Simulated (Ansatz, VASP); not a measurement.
# MoS2: VASP beside Ansatz, part 2 of 2

Wanted: the spread between two codes on one cell, functional and k mesh. Of the first pair: The structure shown is the end of the VASP relaxation below. Valence electrons are named where the data sets of a main pair hold unlike numbers.

VASP 6.6.1 and Ansatz 0.2.0.

So far: The structure; VASP: relaxation, PBE with D3(BJ); Ansatz: single point, PBE with D3(BJ); Side by side.

## 5. VASP: band structure, PBE with D3(BJ)

Level of this step: PBE with D3(BJ), no spin polarisation; plane waves and PAW (S, Mo) (VASP).

The same path points are solved in both programs, so levels can be compared one by one.

Input file INCAR:

```
SYSTEM = MoS2
PREC = Normal
ENCUT = 300
EDIFF = 1E-06
NELM = 120
ISMEAR = 0
SIGMA = 0.05
LREAL = .FALSE.
ALGO = Fast
GGA = PE
IVDW = 12
NBANDS = 22
LASPH = .TRUE.
LORBIT = 11
LWAVE = .TRUE.
LCHARG = .TRUE.
IDIPOL = 3
LDIPOL = .TRUE.
DIPOL = 0.5 0.5 0.5
LVHAR = .TRUE.
LVACPOTAV = .TRUE.
LELF = .TRUE.
NEDOS = 1500
```

Input file POSCAR:

```
MoS2
1.0
    3.1600000000      0.0000000000      0.0000000000
   -1.5800000000      2.7366402760      0.0000000000
    0.0000000000      0.0000000000     18.0811500000
S Mo
2 1
Direct
    0.0000000000      0.0000000000      0.5865755204
    0.0000000000      0.0000000000      0.4133050142
    0.6666666670      0.3333333330      0.4999493983
```

Input file KPOINTS:

```
Automatic mesh
0
Gamma
9 9 1
0 0 0
```

Input file KPOINTS_OPT:

```
Line mode
14
Line-mode
Reciprocal
  0.00000000   0.00000000   0.00000000 GAMMA
  0.50000000   0.00000000   0.00000000 M

  0.50000000   0.00000000   0.00000000 M
  0.33333333   0.33333333   0.00000000 K

  0.33333333   0.33333333   0.00000000 K
  0.00000000   0.00000000   0.00000000 GAMMA
```

The projector-augmented-wave data sets are S and Mo (PBE family, release 64).

The run is started by

```console
mpirun -np 2 vasp_std
```

Numbers of over 12 decimals in the logs are rounded to 6 here.

The program printed:

```text
[banner, memory and clock lines left out]
running    2 mpi-ranks, on    1 nodes
[...]
LDA part: xc-table for (Slater+PW92), standard interpolation
 POSCAR, INCAR and KPOINTS ok, starting setup
[...]
entering main loop
       N       E                     dE             d eps       ncg     rms          rms(c)
DAV:   1     0.848013389909E+02    0.84801E+02   -0.46860E+03   528   0.400E+02
DAV:   2    -0.147831943716E+02   -0.99585E+02   -0.91415E+02   676   0.123E+02
DAV:   3    -0.231715566250E+02   -0.83884E+01   -0.82527E+01   676   0.383E+01
DAV:   4    -0.233348750965E+02   -0.16332E+00   -0.16318E+00   692   0.625E+00
[...]
RMM:  20    -0.217813425425E+02   -0.14648E-04   -0.47550E-07   628   0.240E-03    0.566E-04
RMM:  21    -0.217813449340E+02   -0.23914E-05   -0.10625E-07   549   0.105E-03    0.440E-04
RMM:  22    -0.217813457270E+02   -0.79303E-06   -0.15345E-08   477   0.660E-04
|                                                                             |
[...]
1 F= -.22736973E+02 E0= -.22736973E+02  d E =-.136713E-10
 Start KPOINTS_OPT (optional k-point list driver)
k-point batch [1-12\42]
       N       E                     dE             ncg
DAV:   1    -0.303745065162E+03   -0.26438E+04      528
DAV:   2    -0.142088864613E+04   -0.11171E+04      642
DAV:   3    -0.151649489261E+04   -0.95606E+02      666
DAV:   4    -0.151819551378E+04   -0.17006E+01      658
DAV:   5    -0.151824609072E+04   -0.50577E-01      674
DAV:   6    -0.151824845855E+04   -0.23678E-02      744
DAV:   7    -0.151824851384E+04   -0.55288E-04      690
DAV:   8    -0.151824851667E+04   -0.28344E-05      550
DAV:   9    -0.151824851684E+04   -0.16862E-06      506
[...]
k-point batch [37-42\42]
       N       E                     dE             ncg
DAV:   1     0.227220189813E+04   -0.55404E+03      264
DAV:   2     0.173181549784E+04   -0.54039E+03      314
DAV:   3     0.168530383330E+04   -0.46512E+02      336
DAV:   4     0.168446494384E+04   -0.83889E+00      328
DAV:   5     0.168443885311E+04   -0.26091E-01      336
DAV:   6     0.168443758249E+04   -0.12706E-02      394
DAV:   7     0.168443754582E+04   -0.36671E-04      336
DAV:   8     0.168443754350E+04   -0.23160E-05      298
DAV:   9     0.168443754345E+04   -0.55108E-07      248
 writing wavefunctions
```

From OUTCAR (step 5):

```text
 Edisp (eV)   -0.95563

  Total      -0.39726    -0.39726    -0.21437    -0.00000     0.00000     0.00000
  in kB      -4.07060    -4.07060    -2.19655    -0.00000     0.00000     0.00000
  external pressure =       -3.45 kB  Pullay stress =        0.00 kB

 POSITION                                       TOTAL-FORCE (eV/Angst)
 -----------------------------------------------------------------------------------
      0.00000      0.00000     10.60596        -0.000000      0.000000     -0.000524
      0.00000      0.00000      7.47303        -0.000000      0.000000      0.005603
      1.58000      0.91221      9.03966         0.000000     -0.000000     -0.005079
 -----------------------------------------------------------------------------------
    total drift:                                0.000003     -0.000002     -0.000074

  FREE ENERGIE OF THE ION-ELECTRON SYSTEM (eV)
  ---------------------------------------------------
  free  energy   TOTEN  =       -22.7369734030 eV

  energy  without entropy=      -22.7369734029  energy(sigma->0) =      -22.73697340

[... 1 part as in an earlier step ...]

[... 2 further parts left out ...]
[key lines of the parts left out:]
E-fermi :  -1.9135
```

## 6. Ansatz: band structure, PBE with D3(BJ)

The same cell, functional, mesh and smearing now go to Ansatz, which takes its cutoff from its data sets.

Input file input.yaml:

```yaml
crystal:
  lattice:
    - [3.16, 0.0, 0.0]
    - [-1.58, 2.736640276, 0.0]
    - [0.0, 0.0, 18.08115]
  atoms:
    - { symbol: S, position: [0.0, 0.0, 0.5865755204] }
    - { symbol: S, position: [0.0, 0.0, 0.4133050142] }
    - { symbol: Mo, position: [0.666666667, 0.333333333, 0.4999493983] }
hamiltonian:
  xc: pbe
  pseudopotentials: { kind: paw }
  dispersion: d3bj
kpoints:
  mp_grid: { grid: [9, 9, 1] }
  band_path:
    path:
      - [0.0, 0.0, 0.0]
      - [0.03846, 0.0, 0.0]
      - [0.07692, 0.0, 0.0]
      - [0.15385, 0.0, 0.0]
      - [0.19231, 0.0, 0.0]
      - [0.26923, 0.0, 0.0]
      - [0.30769, 0.0, 0.0]
      - [0.34615, 0.0, 0.0]
      - [0.42308, 0.0, 0.0]
      - [0.46154, 0.0, 0.0]
      - [0.5, 0.0, 0.0]
      - [0.48718, 0.02564, 0.0]
      - [0.47436, 0.05128, 0.0]
      - [0.44872, 0.10256, 0.0]
      - [0.4359, 0.12821, 0.0]
      - [0.41026, 0.17949, 0.0]
      - [0.39744, 0.20513, 0.0]
      - [0.37179, 0.25641, 0.0]
      - [0.35897, 0.28205, 0.0]
      - [0.34615, 0.30769, 0.0]
      - [0.33333, 0.33333, 0.0]
      - [0.30769, 0.30769, 0.0]
      - [0.25641, 0.25641, 0.0]
      - [0.23077, 0.23077, 0.0]
      - [0.20513, 0.20513, 0.0]
      - [0.15385, 0.15385, 0.0]
      - [0.12821, 0.12821, 0.0]
      - [0.07692, 0.07692, 0.0]
      - [0.05128, 0.05128, 0.0]
      - [0.0, 0.0, 0.0]
    npoints: 1
scf:
  occupations: { method: gaussian, width: 0.05 }
  n_extra_bands: 7
efield:
  axis: 3
  dipole_correction: true
  ramp_width: 0.04
output:
  forces: true
  eigenvalues: true
```

The run is started by

```console
ansatz run input.yaml --threads 2 --pin off --max-ram 4608MiB --backend cpu --events-out ev --progress --plain --runs-dir out
```

The program printed:

```text
[...]
Crystal: 3 atoms, lattice volume = 156.362 Å³
Basis set: ecut = 420 eV, 3013 PW (Γ), exchange–correlation on 48×48×250 points (8 copies of the dense FFT grid, shifted against one another)
Bands: 20, of which v1, the nominal top of the filled ones, is band 13 counted from 1 (12 counted from 0)
Symmetry: 6 space group operations
[...]
k-point 1: bands = [... 9 lower, -2.7787, -2.1342, -1.4830, -0.5470, 2.2095, 2.2382, 2.4699, 2.7375, ... 3 higher]
  k-point 2: bands = [... 9 lower, -2.7096, -2.2755, -1.6309, -0.9938, 1.7774, 2.0893, 2.4169, 3.3205, ... 3 higher]
  k-point 11: bands = [... 9 lower, -3.9404, -3.2973, -2.5786, -0.3948, 1.3616, 2.6504, 3.2082, 4.5809, ... 3 higher]
[key lines of the parts left out:]
SCF converged after 10 iterations
Free energy (F): -6763.765821 eV
Fermi energy:    0.483416 eV
Dipole field:    D = 0.000160 V/Å  (p = 0.000138 e·Å, saw-weighted, corrected)
Work function:   Φ+ = 5.0485 eV   Φ− = 5.0514 eV
```

The job ended after 5.5 s (2 threads of Arm Neoverse V2, shared host; peak memory 0.35 GiB; 9.9 s of CPU time).

## 7. Comparison

What differs besides the data sets and the points named for the pairs above, as far as they apply: the data sets hold 26 valence electrons in Ansatz (on its default PAW (the set named soft_2) files) and 18 in VASP. Total energies have different zeros and are not compared.

Compared:

| quantity | Ansatz | VASP | difference |
| --- | --- | --- | --- |
| gap over the path points (eV) | 1.756 | 1.751 | +0.005 |

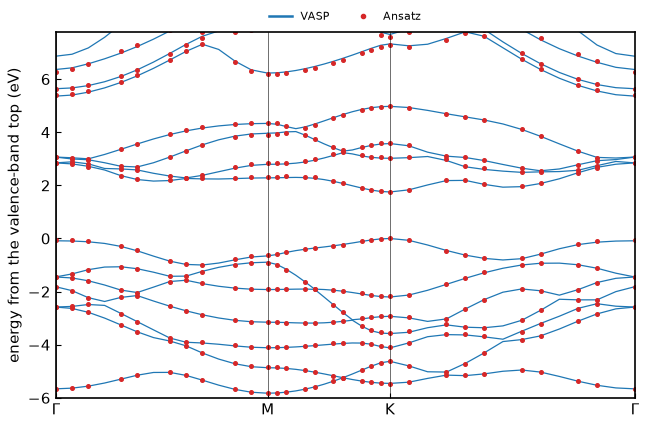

Bands from VASP (lines) and levels from Ansatz (dots). Dots without a line are higher empty bands that the VASP plot leaves out.

Levels at points of the path, from each program's valence-band top (eV; 4 filled, then empty):

| k (reciprocal lattice) | Ansatz | VASP |
| --- | --- | --- |
| 0.000 0.000 0.000 | -1.83 -1.46 -1.46 -0.06 2.83 2.83 3.06 | -1.82 -1.45 -1.45 -0.09 2.85 2.85 3.06 |
| 0.038 0.000 0.000 | -1.98 -1.49 -1.34 -0.07 2.79 2.87 2.99 | -1.96 -1.49 -1.33 -0.10 2.81 2.89 2.99 |
| 0.077 0.000 0.000 | -2.24 -1.60 -1.18 -0.10 2.70 2.81 2.96 | -2.23 -1.59 -1.18 -0.12 2.72 2.81 2.96 |
| 0.154 0.000 0.000 | -2.22 -1.95 -1.07 -0.27 2.37 2.62 2.72 | -2.22 -1.94 -1.06 -0.30 2.37 2.62 2.72 |
| 0.192 0.000 0.000 | -2.15 -2.04 -1.14 -0.44 2.22 2.58 2.69 | -2.15 -2.04 -1.14 -0.46 2.22 2.58 2.69 |
| 0.269 0.000 0.000 | -2.55 -1.63 -1.42 -0.84 2.19 2.36 3.06 | -2.55 -1.62 -1.42 -0.85 2.18 2.35 3.07 |
| 0.308 0.000 0.000 | -2.73 -1.57 -1.43 -0.96 2.27 2.29 3.29 | -2.72 -1.57 -1.42 -0.98 2.26 2.28 3.30 |
| 0.346 0.000 0.000 | -2.88 -1.69 -1.25 -0.98 2.27 2.40 3.51 | -2.87 -1.70 -1.24 -1.00 2.24 2.38 3.53 |
| 0.423 0.000 0.000 | -3.08 -1.86 -1.00 -0.79 2.29 2.68 3.81 | -3.08 -1.87 -0.98 -0.80 2.25 2.65 3.85 |
| 0.462 0.000 0.000 | -3.13 -1.90 -0.94 -0.68 2.32 2.79 3.88 | -3.13 -1.91 -0.91 -0.70 2.27 2.75 3.94 |

At this near-relaxed geometry the largest component of a force difference is 16 meV/Å. Among the levels compared at these points, filled levels agree within 34 meV and empty ones within 60 meV. With vacuum in the cell, a pressure given here is an average over mostly empty space and none of the material.

## 8. Summary of results

```json
{
  "difference in gap on the k mesh (single point, PBE with D3(BJ))": "0.0048 eV",
  "r.m.s. force difference (single point, PBE with D3(BJ))": "8.9 meV/Å",
  "largest difference of a filled level at the path points (band structure, PBE with D3(BJ))": "34 meV",
  "r.m.s. force difference (band structure, PBE with D3(BJ))": "7.6 meV/Å"
}
```

In words: The r.m.s. force difference is 8.9 meV/Å (single point, PBE with D3(BJ)), within the 12 meV/Å picked in this series as the mark of a large difference. The data sets hold unlike numbers of valence electrons (26 in Ansatz and 18 in VASP), so part of the differences comes from the potentials. How closely two codes agree says nothing of how well the functional describes the real material.

[Lines on the potential files, build, host, timing and source positions are cut from VASP's logs without a mark.]

[Logs are printed without paths, hosts, clocks, repeated set-up lines and the standing remarks that a program may print on its own settings, such as how far it seeks lower states.]

[Hosts, paths, dates, database ids (printed as entryN), source tags and the programs' standing remarks are cut or masked in the printed files.]
